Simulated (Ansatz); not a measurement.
Run report: CH7NZn, geometry relaxation (part 2 of 2)

CH7NZn; RKS PBE0-D4/def2-TZVP (Ansatz 0.2.0). The geometry is a transition state displaced along its imaginary mode. The reaction was set up to form Zn1–N5 and H2–H4 and to break Zn1–H2 and H4–N5 (atoms counted from 1 in the order of the input); sticks are drawn by distance alone.

Geometry of the input (Å):
```
Zn 0.0185  -0.0203  0.0472
H  -1.0483  -0.0674  -1.7860
C  0.5280  1.6344  0.9622
H  -0.8937  -0.7102  -1.5762
N  -0.2300  -1.8552  -0.4514
H  1.0472  2.3518  0.3193
H  -0.3348  2.1437  1.4007
H  1.2036  1.3713  1.7857
H  0.5579  -2.4062  -0.7720
H  -0.8484  -2.4421  0.0704
```

Trajectory as extended XYZ, continued
```
10
Properties=species:S:1:pos:R:3:forces:R:3 step=7 energy=-51051.60116 accepted=F
Zn    0.2803   -0.2760    0.4757    0.0109  -0.0658   0.0324
H    -1.4501    0.3121   -2.5002   -0.0164   0.0311  -0.0264
C     0.5875    1.5335    1.0701   -0.1557  -0.0898  -0.2637
H    -1.2472   -0.3137   -2.1439    0.0103  -0.0341   0.0146
N    -0.0574   -1.9561   -0.1553    0.3507   1.5205  -0.2842
H     1.0023    2.1301    0.2579    0.0582   0.0472  -0.0938
H    -0.3561    1.9983    1.3609   -0.0122   0.0140   0.0995
H     1.2812    1.5741    1.9028    0.0895   0.0072   0.2232
H     0.6833   -2.4799   -0.5595    0.3828  -0.5398  -0.2010
H    -0.7237   -2.5224    0.2915   -0.7180  -0.8904   0.4993
10
Properties=species:S:1:pos:R:3:forces:R:3 step=8 energy=-51051.63475
Zn    0.2756   -0.2741    0.4671   -0.0023  -0.0151  -0.0032
H    -1.4352    0.3231   -2.4794   -0.0030  -0.0183  -0.0049
C     0.5833    1.5331    1.0599    0.0132   0.0071   0.0123
H    -1.2476   -0.3240   -2.1498   -0.0042   0.0191  -0.0079
N    -0.0909   -1.9330   -0.2098    0.0150   0.0301   0.0213
H     1.0086    2.1346    0.2527   -0.0016  -0.0015   0.0020
H    -0.3548    2.0017    1.3678    0.0007  -0.0010   0.0002
H     1.2722    1.5647    1.9071   -0.0093  -0.0023  -0.0099
H     0.6852   -2.4881   -0.5427   -0.0120  -0.0085  -0.0005
H    -0.6964   -2.5382    0.3272    0.0035  -0.0098  -0.0094
10
Properties=species:S:1:pos:R:3:forces:R:3 step=9 energy=-51051.63595
Zn    0.2917   -0.2747    0.4948   -0.0089   0.0132  -0.0142
H    -1.4765    0.2980   -2.5530    0.0101  -0.0448   0.0172
C     0.5950    1.5351    1.0799   -0.0125  -0.0024  -0.0110
H    -1.2694   -0.3253   -2.1894   -0.0123   0.0390  -0.0212
N    -0.0809   -1.9250   -0.1901    0.0294   0.0297  -0.0234
H     1.0175    2.1328    0.2687    0.0057   0.0030  -0.0024
H    -0.3454    2.0014    1.3833   -0.0010   0.0015   0.0063
H     1.2825    1.5737    1.9260    0.0182   0.0047   0.0251
H     0.6822   -2.4819   -0.5476   -0.0024  -0.0078   0.0012
H    -0.6966   -2.5342    0.3274   -0.0263  -0.0360   0.0223
10
Properties=species:S:1:pos:R:3:forces:R:3 step=10 energy=-51051.63642
Zn    0.2945   -0.2703    0.5004   -0.0063   0.0144  -0.0101
H    -1.4969    0.2741   -2.5915    0.0161  -0.0510   0.0279
C     0.6010    1.5377    1.0905   -0.0071  -0.0057  -0.0028
H    -1.2778   -0.3306   -2.2040   -0.0171   0.0423  -0.0298
N    -0.0801   -1.9187   -0.1871    0.0162  -0.0010  -0.0156
H     1.0252    2.1368    0.2813    0.0013   0.0041  -0.0022
H    -0.3385    2.0048    1.3960   -0.0006   0.0026   0.0009
H     1.2885    1.5730    1.9371    0.0148   0.0005   0.0187
H     0.6799   -2.4760   -0.5510   -0.0041   0.0047   0.0020
H    -0.6958   -2.5308    0.3283   -0.0131  -0.0109   0.0109
10
Properties=species:S:1:pos:R:3:forces:R:3 step=11 energy=-51051.63737
Zn    0.3016   -0.2512    0.5133   -0.0025   0.0143  -0.0025
H    -1.5461    0.1923   -2.6835    0.0488  -0.1224   0.0885
C     0.6208    1.5483    1.1253    0.0068  -0.0150   0.0113
H    -1.3075   -0.3792   -2.2540   -0.0469   0.1112  -0.0857
N    -0.0806   -1.8920   -0.1872   -0.0095  -0.0274  -0.0082
H     1.0496    2.1548    0.3240   -0.0024   0.0031   0.0002
H    -0.3148    2.0182    1.4382    0.0014   0.0021  -0.0026
H     1.3096    1.5671    1.9725   -0.0018  -0.0024  -0.0026
H     0.6715   -2.4509   -0.5645   -0.0021   0.0155   0.0042
H    -0.7040   -2.5075    0.3159    0.0082   0.0211  -0.0026
10
Properties=species:S:1:pos:R:3:forces:R:3 step=12 energy=-51051.63841
Zn    0.2997   -0.2314    0.5110    0.0086   0.0171   0.0155
H    -1.5689    0.1167   -2.7244    0.0679  -0.1513   0.1214
C     0.6343    1.5567    1.1489    0.0038  -0.0138   0.0030
H    -1.3141   -0.4298   -2.2694   -0.0670   0.1411  -0.1202
N    -0.0898   -1.8649   -0.2024   -0.0140  -0.0299  -0.0114
H     1.0670    2.1716    0.3561   -0.0008   0.0018   0.0037
H    -0.2971    2.0298    1.4696    0.0024   0.0013  -0.0003
H     1.3242    1.5570    1.9958   -0.0075  -0.0041  -0.0103
H     0.6605   -2.4247   -0.5818    0.0007   0.0157   0.0015
H    -0.7158   -2.4811    0.2966    0.0061   0.0223  -0.0028
10
Properties=species:S:1:pos:R:3:forces:R:3 step=13 energy=-51051.64004
Zn    0.2996   -0.1942    0.5115    0.0080   0.0106   0.0151
H    -1.6028   -0.0275   -2.7871    0.0905  -0.1897   0.1626
C     0.6601    1.5734    1.1941    0.0076  -0.0119  -0.0008
H    -1.3308   -0.5423   -2.3018   -0.0921   0.1859  -0.1658
N    -0.1097   -1.8089   -0.2371   -0.0105  -0.0046   0.0020
H     1.1002    2.2041    0.4172   -0.0009  -0.0112   0.0131
H    -0.2634    2.0522    1.5294    0.0070  -0.0070   0.0017
H     1.3519    1.5395    2.0395   -0.0190   0.0017  -0.0247
H     0.6380   -2.3710   -0.6184    0.0031   0.0092   0.0000
H    -0.7430   -2.4252    0.2527    0.0063   0.0171  -0.0033
10
Properties=species:S:1:pos:R:3:forces:R:3 step=14 energy=-51051.64111
Zn    0.3042   -0.1740    0.5202    0.0053   0.0194   0.0104
H    -1.6422   -0.1371   -2.8551    0.1268  -0.1932   0.2224
C     0.6782    1.5820    1.2255    0.0080  -0.0137  -0.0007
H    -1.3391   -0.5865   -2.3225   -0.1296   0.1861  -0.2268
N    -0.1198   -1.7730   -0.2540    0.0019   0.0085   0.0054
H     1.1218    2.2201    0.4566   -0.0022  -0.0137   0.0141
H    -0.2414    2.0628    1.5689    0.0083  -0.0081   0.0012
H     1.3709    1.5313    2.0692   -0.0176   0.0043  -0.0222
H     0.6259   -2.3364   -0.6376   -0.0015   0.0045  -0.0007
H    -0.7583   -2.3893    0.2289    0.0005   0.0059  -0.0030
10
Properties=species:S:1:pos:R:3:forces:R:3 step=15 energy=-51051.64246
Zn    0.3061   -0.1705    0.5225    0.0023   0.0104   0.0063
H    -1.6476   -0.1559   -2.8639    0.0685  -0.1040   0.1214
C     0.6814    1.5834    1.2310    0.0091  -0.0124   0.0025
H    -1.3438   -0.5939   -2.3285   -0.0715   0.0973  -0.1267
N    -0.1201   -1.7666   -0.2567   -0.0001   0.0064   0.0092
H     1.1257    2.2219    0.4632   -0.0026  -0.0090   0.0115
H    -0.2380    2.0639    1.5751    0.0069  -0.0052   0.0001
H     1.3739    1.5313    2.0747   -0.0152   0.0024  -0.0192
H     0.6248   -2.3314   -0.6397   -0.0013   0.0048  -0.0006
H    -0.7624   -2.3822    0.2223    0.0038   0.0092  -0.0046
10
Properties=species:S:1:pos:R:3:forces:R:3 step=16 energy=-51051.64459
Zn    0.3170   -0.1368    0.5411   -0.0093  -0.0132  -0.0135
H    -1.7025   -0.2938   -2.9569   -0.0047  -0.0129  -0.0075
C     0.7119    1.5978    1.2838    0.0136  -0.0102   0.0108
H    -1.3887   -0.7017   -2.4107    0.0048   0.0117   0.0075
N    -0.1283   -1.7104   -0.2743   -0.0070   0.0070   0.0226
H     1.1622    2.2462    0.5280   -0.0032  -0.0042   0.0087
H    -0.2021    2.0806    1.6386    0.0049  -0.0015  -0.0011
H     1.4047    1.5227    2.1255   -0.0148   0.0006  -0.0189
H     0.6111   -2.2795   -0.6617   -0.0016   0.0038   0.0020
H    -0.7851   -2.3251    0.1867    0.0173   0.0190  -0.0104
10
Properties=species:S:1:pos:R:3:forces:R:3 step=17 energy=-51051.64617
Zn    0.3226   -0.1000    0.5508   -0.0086  -0.0198  -0.0125
H    -1.7562   -0.4566   -3.0486    0.0405  -0.0559   0.0709
C     0.7413    1.6109    1.3347    0.0114  -0.0075   0.0073
H    -1.4178   -0.7919   -2.4650   -0.0392   0.0549  -0.0690
N    -0.1408   -1.6506   -0.2993   -0.0067   0.0145   0.0272
H     1.1989    2.2717    0.5941   -0.0029  -0.0046   0.0086
H    -0.1658    2.0970    1.7026    0.0040  -0.0019  -0.0012
H     1.4341    1.5070    2.1733   -0.0154  -0.0022  -0.0207
H     0.5942   -2.2241   -0.6885   -0.0005   0.0024  -0.0002
H    -0.8104   -2.2634    0.1458    0.0174   0.0200  -0.0105
10
Properties=species:S:1:pos:R:3:forces:R:3 step=18 energy=-51051.64631
Zn    0.3272   -0.0642    0.5602   -0.0082  -0.0234  -0.0144
H    -1.8079   -0.6234   -3.1324    0.1468  -0.1056   0.2434
C     0.7693    1.6226    1.3832    0.0101  -0.0050   0.0066
H    -1.4400   -0.8706   -2.5154   -0.1446   0.1032  -0.2386
N    -0.1542   -1.5909   -0.3236   -0.0043   0.0203   0.0289
H     1.2344    2.2952    0.6579   -0.0032  -0.0083   0.0094
H    -0.1307    2.1118    1.7643    0.0045  -0.0040  -0.0015
H     1.4619    1.4895    2.2180   -0.0170  -0.0016  -0.0234
H     0.5754   -2.1680   -0.7178    0.0001   0.0035  -0.0009
H    -0.8354   -2.2021    0.1056    0.0157   0.0209  -0.0095
10
Properties=species:S:1:pos:R:3:forces:R:3 step=19 energy=-51051.64780
Zn    0.3280   -0.0593    0.5603   -0.0107  -0.0260  -0.0176
H    -1.8092   -0.6470   -3.1323    0.0299  -0.0264   0.0477
C     0.7725    1.6236    1.3886    0.0080  -0.0037   0.0060
H    -1.4422   -0.8822   -2.5189   -0.0293   0.0253  -0.0460
N    -0.1561   -1.5811   -0.3296   -0.0025   0.0160   0.0286
H     1.2391    2.2976    0.6659   -0.0026  -0.0043   0.0062
H    -0.1267    2.1128    1.7713    0.0031  -0.0018  -0.0013
H     1.4645    1.4864    2.2229   -0.0109  -0.0017  -0.0149
H     0.5723   -2.1603   -0.7230    0.0001   0.0034  -0.0006
H    -0.8420   -2.1906    0.0946    0.0149   0.0193  -0.0081
10
Properties=species:S:1:pos:R:3:forces:R:3 step=20 energy=-51051.64822
Zn    0.3298   -0.0450    0.5623   -0.0099  -0.0217  -0.0152
H    -1.8225   -0.7133   -3.1588    0.0136  -0.0129   0.0251
C     0.7828    1.6274    1.4064    0.0057  -0.0029   0.0036
H    -1.4551   -0.9120   -2.5338   -0.0124   0.0117  -0.0244
N    -0.1605   -1.5565   -0.3408   -0.0022   0.0115   0.0244
H     1.2532    2.3060    0.6907   -0.0018  -0.0031   0.0047
H    -0.1138    2.1176    1.7939    0.0023  -0.0014  -0.0009
H     1.4737    1.4778    2.2392   -0.0073  -0.0007  -0.0099
H     0.5656   -2.1384   -0.7344   -0.0011   0.0034  -0.0010
H    -0.8533   -2.1636    0.0754    0.0132   0.0162  -0.0065
10
Properties=species:S:1:pos:R:3:forces:R:3 step=21 energy=-51051.64828
Zn    0.3305   -0.0077    0.5684   -0.0011  -0.0041  -0.0067
H    -1.8631   -0.8775   -3.2180    0.0868  -0.0279   0.1270
C     0.8092    1.6371    1.4520    0.0036  -0.0040   0.0037
H    -1.4670   -0.9987   -2.5863   -0.0882   0.0283  -0.1243
N    -0.1796   -1.4922   -0.3657    0.0083  -0.0004   0.0046
H     1.2891    2.3268    0.7533   -0.0015  -0.0062   0.0047
H    -0.0791    2.1309    1.8536    0.0029  -0.0025  -0.0004
H     1.4989    1.4549    2.2795   -0.0082   0.0034  -0.0110
H     0.5381   -2.0728   -0.7767   -0.0060   0.0073   0.0051
H    -0.8769   -2.1008    0.0399    0.0033   0.0062  -0.0029
10
Properties=species:S:1:pos:R:3:forces:R:3 step=22 energy=-51051.64864
Zn    0.3318   -0.0136    0.5647   -0.0022  -0.0035  -0.0020
H    -1.8491   -0.8591   -3.2091    0.0247  -0.0066   0.0479
C     0.8045    1.6349    1.4439    0.0017  -0.0024  -0.0001
H    -1.4760   -0.9748   -2.5660   -0.0236   0.0049  -0.0490
N    -0.1732   -1.5023   -0.3649    0.0057   0.0009   0.0057
H     1.2839    2.3232    0.7438   -0.0005  -0.0016   0.0021
H    -0.0858    2.1278    1.8422    0.0013  -0.0013  -0.0002
H     1.4930    1.4575    2.2730   -0.0032   0.0009  -0.0041
H     0.5470   -2.0873   -0.7652   -0.0059   0.0055   0.0005
H    -0.8760   -2.1064    0.0376    0.0019   0.0033  -0.0009
10
Properties=species:S:1:pos:R:3:forces:R:3 step=23 energy=-51051.64872
Zn    0.3308   -0.0123    0.5659   -0.0011  -0.0019  -0.0033
H    -1.8493   -0.8624   -3.2098    0.0068  -0.0024   0.0119
C     0.8055    1.6352    1.4455    0.0003  -0.0021   0.0006
H    -1.4728   -0.9819   -2.5706   -0.0069   0.0017  -0.0127
N    -0.1765   -1.4995   -0.3643    0.0027  -0.0020   0.0051
H     1.2848    2.3236    0.7454   -0.0003  -0.0009   0.0011
H    -0.0841    2.1284    1.8449    0.0007  -0.0001   0.0000
H     1.4946    1.4568    2.2738   -0.0011   0.0007  -0.0015
H     0.5422   -2.0812   -0.7719   -0.0040   0.0035   0.0010
H    -0.8750   -2.1067    0.0411    0.0029   0.0036  -0.0021
10
Properties=species:S:1:pos:R:3:forces:R:3 step=24 energy=-51051.64876
Zn    0.3316   -0.0060    0.5677   -0.0006   0.0004  -0.0015
H    -1.8558   -0.8887   -3.2219    0.0032  -0.0017   0.0043
C     0.8102    1.6369    1.4535    0.0002  -0.0012   0.0003
H    -1.4777   -0.9984   -2.5824   -0.0032   0.0015  -0.0041
N    -0.1794   -1.4888   -0.3670    0.0008  -0.0036   0.0014
H     1.2910    2.3269    0.7561    0.0000  -0.0003   0.0005
H    -0.0781    2.1306    1.8551    0.0001   0.0001   0.0001
H     1.4990    1.4536    2.2809   -0.0002   0.0006  -0.0003
H     0.5374   -2.0695   -0.7791   -0.0026   0.0019   0.0009
H    -0.8780   -2.0966    0.0371    0.0021   0.0022  -0.0017
10
Properties=species:S:1:pos:R:3:forces:R:3 step=25 energy=-51051.64877
Zn    0.3319   -0.0003    0.5684    0.0004   0.0016   0.0007
H    -1.8597   -0.9137   -3.2307    0.0019  -0.0009   0.0021
C     0.8141    1.6382    1.4603    0.0001  -0.0003   0.0000
H    -1.4814   -1.0112   -2.5893   -0.0020   0.0010  -0.0019
N    -0.1822   -1.4791   -0.3706    0.0001  -0.0024  -0.0009
H     1.2966    2.3297    0.7656    0.0001   0.0001   0.0000
H    -0.0730    2.1324    1.8637   -0.0002   0.0001   0.0001
H     1.5025    1.4502    2.2870    0.0001   0.0002   0.0000
H     0.5328   -2.0592   -0.7863   -0.0008   0.0005   0.0003
H    -0.8814   -2.0871    0.0319    0.0003   0.0002  -0.0004
10
Properties=species:S:1:pos:R:3:forces:R:3 step=26 energy=-51051.64877
Zn    0.3320    0.0015    0.5686    0.0005   0.0011   0.0008
H    -1.8606   -0.9223   -3.2337    0.0007  -0.0002   0.0007
C     0.8154    1.6386    1.4625    0.0000   0.0001   0.0000
H    -1.4832   -1.0148   -2.5911   -0.0007   0.0003  -0.0007
N    -0.1831   -1.4760   -0.3718   -0.0001  -0.0009  -0.0010
H     1.2985    2.3306    0.7687    0.0001   0.0001  -0.0001
H    -0.0714    2.1331    1.8663   -0.0002   0.0001   0.0000
H     1.5035    1.4492    2.2890    0.0001   0.0000   0.0001
H     0.5313   -2.0559   -0.7887   -0.0001   0.0000   0.0000
H    -0.8825   -2.0841    0.0301   -0.0003  -0.0004   0.0001
```

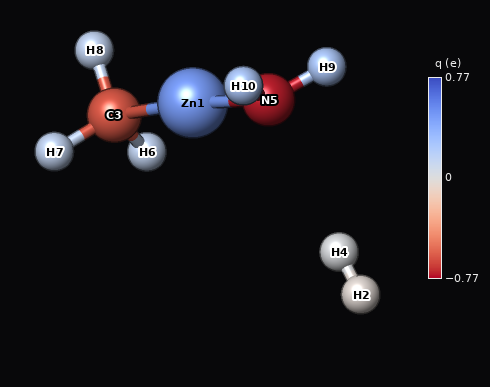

*Mulliken charges, as the colour of each atom (ball-and-stick view, seen at a tilt; atoms are numbered from 1 in the order of the input).*

By element: Zn +0.47, H −0.03 to +0.23, C −0.59 and N −0.73 e.
